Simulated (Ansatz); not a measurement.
A series of calculations on BSi2H5O

## 1. Relaxation

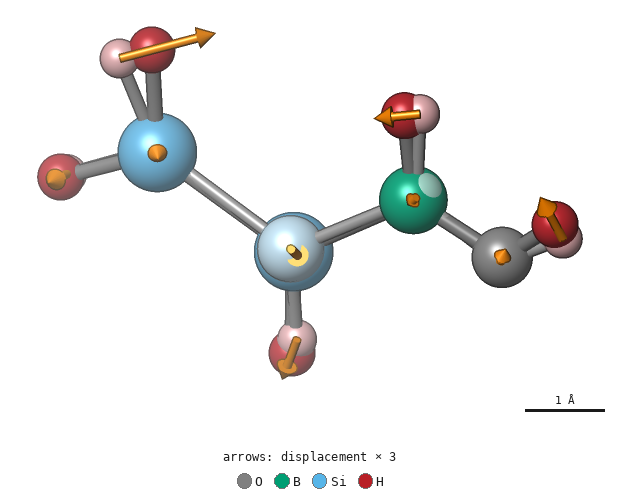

A relaxation of BSi2H5O. The starting structure is drawn faded, the final one solid; orange arrows show the displacements, magnified 3 times. The two geometries are superimposed by the best rigid fit.

A ball-and-stick model, seen at a tilt.

The run prepares an end point of a later path (hydrogen shift) calculation, from a guessed geometry.

Computed with RKS B3LYP-D4/def2-SVP in Ansatz 0.2.0. Set-up: no spin polarisation; force threshold 0.02 eV/Å; at most 50 steps.

Q: What happened in the run?

A: Over 6 accepted moves (8 points after the start) the energy falls by 4.51 kcal/mol. Largest force component: 1.4 eV/Å at the start, 0.013 eV/Å at the end. The line search rejected the trial steps at points 3, 6 of the run. An H atom moves most after the best rigid fit: 0.43 Å. By element the largest moves are H 0.43 Å, Si 0.33 Å, O 0.09 Å, B 0.07 Å. Some distances before and after: B–Si 1.918 → 1.989 Å, Si–Si 2.201 → 2.154 Å, B–H 1.187 → 1.213 Å, H–Si 1.466 → 1.486 Å. Bond angles that change, for instance: H–Si–H 103.1° → 113.2°, Si–Si–H 109.6° → 117.6°, B–Si–Si 124.0° → 117.4°.

## 2. Relaxation

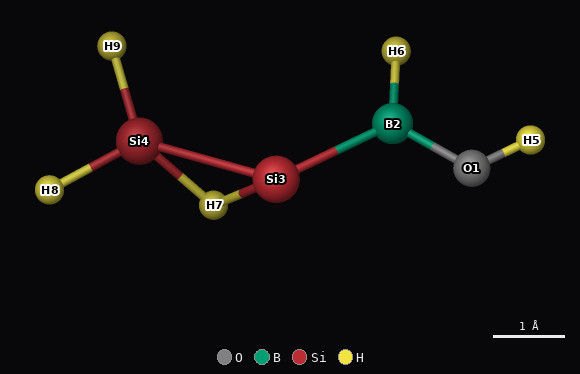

Starting structure of BSi2H5O. A ball-and-stick model, seen at a tilt.

The run prepares an end point of a later path (hydrogen shift) calculation, from a guessed geometry.

Level of theory: RKS B3LYP-D4/def2-SVP (Ansatz 0.2.0).

The input:
```yaml
crystal:
  periodic: [false, false, false]
  atoms:
    - { symbol: O, position_ang: [-0.21869, 1.86397, -1.78123] }
    - { symbol: B, position_ang: [-0.5053, 1.1993, -0.64163] }
    - { symbol: Si, position_ang: [0.69823, -0.20208, -0.1244] }
    - { symbol: Si, position_ang: [0.2297, -1.73211, 1.38694] }
    - { symbol: H, position_ang: [-0.78477, 2.5931, -2.03252] }
    - { symbol: H, position_ang: [-1.43309, 1.5165, 0.0279] }
    - { symbol: H, position_ang: [0.01347, -1.57457, -0.02799] }
    - { symbol: H, position_ang: [0.9311, -2.98521, 1.67941] }
    - { symbol: H, position_ang: [-0.54051, -1.49021, 2.61062] }
basis:
  gaussian: { orbitals: def2-SVP }
hamiltonian:
  xc: b3lyp
  dispersion: d4
relax:
  f_tol: 0.02
  max_steps: 50
```

Run as
```bash
ansatz run input.yaml --threads 2 --pin off --max-ram 3072MiB --backend cpu --events-out ev --progress --plain --runs-dir out
```

Question: Predict the outcome.

Answer: After 16 geometry steps the energy has fallen by 2.054 eV. The largest force component goes from 3.7 to 0.0094 eV/Å. H5 moves most after the best rigid fit: 1.16 Å. By element the largest moves are H 1.16 Å, Si 1.10 Å, O 0.82 Å, B 0.45 Å. Near-neighbour distances that change, for instance: Si3–H7 1.537 → 1.923 Å, Si4–H7 1.440 → 1.600 Å, B2–Si3 1.918 → 2.046 Å, Si3–Si4 2.201 → 2.255 Å. Bond angles that change, for instance: B2–Si3–Si4 124.0° → 86.3°, H7–Si4–H9 136.3° → 107.1°, Si3–Si4–H7 44.0° → 56.8°. Groups turn about B2–Si3 by about 80°. Cost: 12 s on 2 threads of AMD EPYC 9R45 96-Core Processor (Zen 5) (shared host), peak memory 0.19 GiB.

Final geometry:

```xyz
9

O     0.0482    1.9785   -1.0117
B    -0.5070    0.7619   -0.7661
Si    0.7318   -0.8488   -1.0090
Si    0.4017   -1.2497    1.1858
H    -0.5698    2.7135   -0.9010
H    -1.6853    0.6909   -0.4699
H    -0.5114   -1.8808    0.0330
H     0.9971   -2.4230    1.8924
H    -0.5152   -0.5539    2.1435
```

After the run, drawn alike:

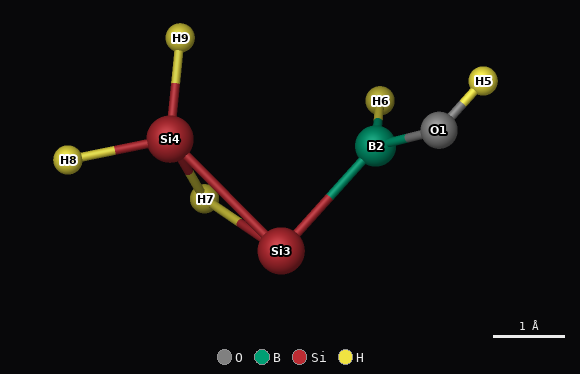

## 3. Path

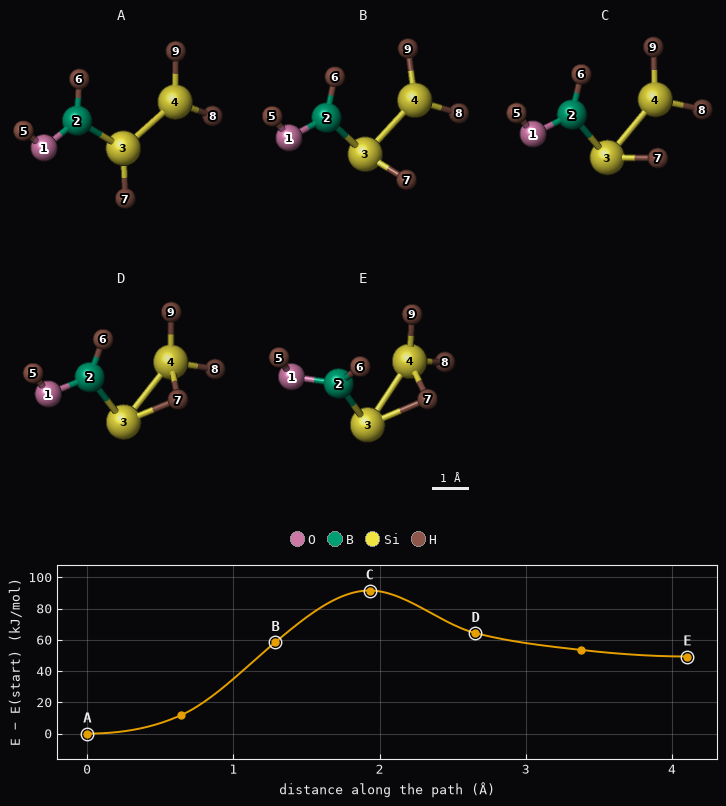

A nudged-elastic-band calculation for BSi$_{2}$H$_{5}$O. Images are numbered from 0 (start) to 6 (end). Frames A to E are images 0, 2, 3, 4, 6. The picture is a ball-and-stick view, seen from a free direction.

All numbers below come from RKS B3LYP-D4/def2-SVP in Ansatz. Run with 5 movable images; climbing image; force threshold 0.05 eV/Å; iteration limit 60; starting path through a guess of the saddle point.

Describe the mechanism and the energy profile.

Answer. No bond forms or breaks between the ends. Among the angles between lasting bonds that change up to the highest image: Si4–Si3–H7 117.6° → 63.7°, B2–Si3–Si4 117.4° → 92.2°. The highest point, image 3, lies 91.6 kJ/mol above the start and 42.2 kJ/mol above the end; the end is at +49.3 kJ/mol relative to the start. The band converged in 11 iterations. The largest component of the band force went from 7.6 to 0.047 eV/Å. The climbing image converged on the top of the path. Its vibrational analysis gives 2 imaginary modes over 30i cm⁻¹, so it isn't confirmed as a transition state.
